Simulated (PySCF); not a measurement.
# C₂H₁₂N₂Si₂ (SMILES CN(C)N([SiH3])[SiH3]): what the fields show

Input file:

```
{"job": {"kind": "nmr", "xc": "PBE0", "basis": "pcSseg-1"}, "charge": 0, "multiplicity": 1}
Si     1.339250    -1.255926    -1.169667
N      0.590337    -0.097384    -0.094266
Si     1.305870     0.862728     1.193049
N     -0.803702    -0.159844    -0.368342
C     -1.312730     1.068157    -0.930647
C     -1.569425    -0.658688     0.747306
H      0.823332    -2.636406    -0.916533
H      2.815556    -1.234660    -0.926696
H      1.069348    -0.903393    -2.596753
H      0.979328     0.360916     2.565944
H      0.865908     2.290915     1.132980
H      2.778284     0.776546     0.982698
H     -2.354724     0.916272    -1.249589
H     -0.716406     1.339546    -1.813203
H     -1.290902     1.920189    -0.218371
H     -2.615271    -0.802635     0.437851
H     -1.164430    -1.629750     1.066378
H     -1.563138     0.025903     1.624222
```

Launched as:

```sh
OMP_NUM_THREADS=1 python cluster_run.py task.json out
```

Geometry: PBE0-D3(BJ)/def2-SVP.

All numbers below come from PySCF 2.14.0, PBE0/pcSseg-1, SCF density, gas phase, non-relativistic.

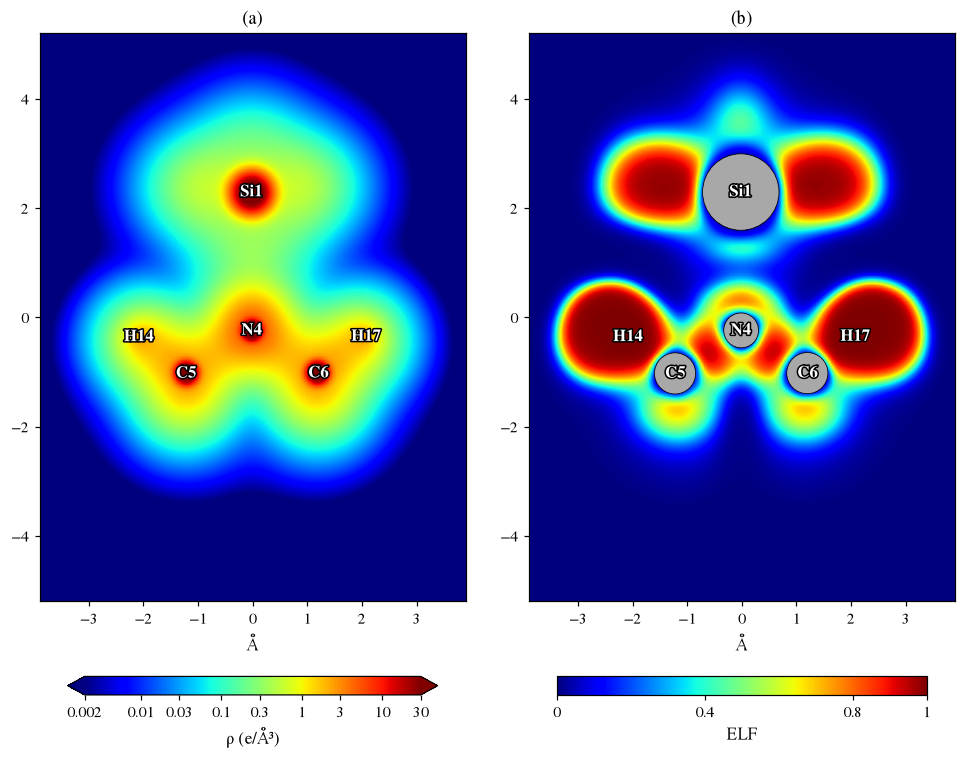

Figure 1. (a) electron density; (b) ELF on the plane of atoms C5, N4 and C6. Grey discs cover the atomic cores in the ELF map.

Question: Read the bonding off the picture.

Answer: Atoms in the plane: Si, N, C and H. C–N (1.44 Å): ρ at the midpoint is about 2 e/Å³; the ELF peaks at about 0.95 between the atoms: a shared electron pair. C–H (1.10 Å): the density is about 2 e/Å³ at the midpoint; the ELF climbs to about 1 towards the hydrogen, as it does in any bond to H (an ordinary covalent bond to hydrogen).

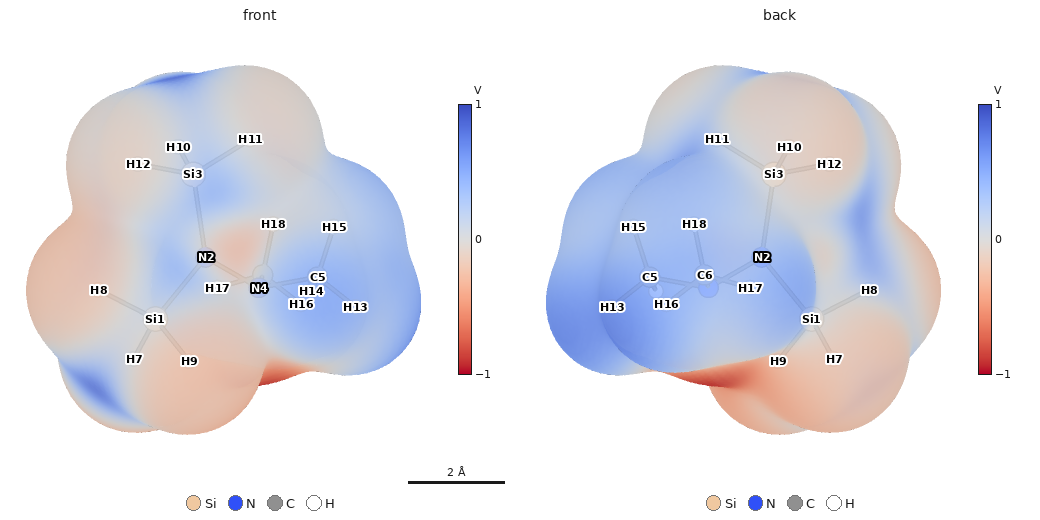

Figure 2. The electrostatic potential painted on the density surface at 0.001 e/bohr³, seen from the front and from behind; the colour scale runs from red (negative) to blue (positive).

Question: Describe the electrostatic potential map.

Answer: The most negative region (about −0.8 V, or −18 kcal/mol for a unit charge) lies over N4, the most positive (about +0.7 V, or +16 kcal/mol for a unit charge) over Si1, Si3, H13 and H16.
